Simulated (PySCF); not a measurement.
SMILES [Al]([O][Al]([CH3])[CH3])([CH3])[CH3] (C₄H₁₂Al₂O) at its GFN2-xTB optimised geometry (Å):

```
19

Al    -0.7043     1.5179     0.0007
C     -2.6569     1.5310     0.4136
C      0.4429     3.0979    -0.4126
O      0.0568     0.0088     0.0000
Al     0.8141    -1.5024     0.0000
C      2.8098    -1.5024     0.0000
C     -0.3826    -3.0996     0.0001
H     -3.2216     0.9009    -0.2801
H     -3.0831     2.5346     0.3633
H     -2.8620     1.1409     1.4151
H      1.2842     3.1808     0.2819
H      0.8797     3.0318    -1.4136
H     -0.1140     4.0355    -0.3633
H      3.2216    -2.5132    -0.0153
H      3.2161    -0.9991     0.8825
H      3.2152    -0.9718    -0.8668
H     -1.0606    -3.0980     0.8589
H      0.1784    -4.0355     0.0294
H     -1.0186    -3.1298    -0.8898
```

Method: PySCF 2.14.0 with PBE0/def2-SVP. Cells within 0.4 Å of a nucleus heavier than hydrogen are left out (blank, or x).

Map of the electron localisation function on the plane z = 0.0 Å:

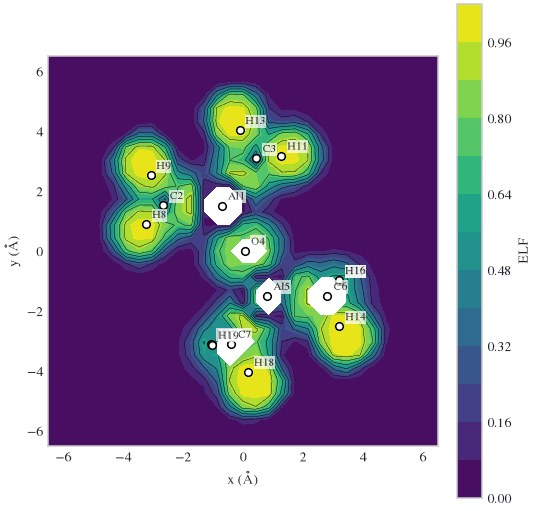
Figure. Electron localisation function on the plane z = 0.0 Å.
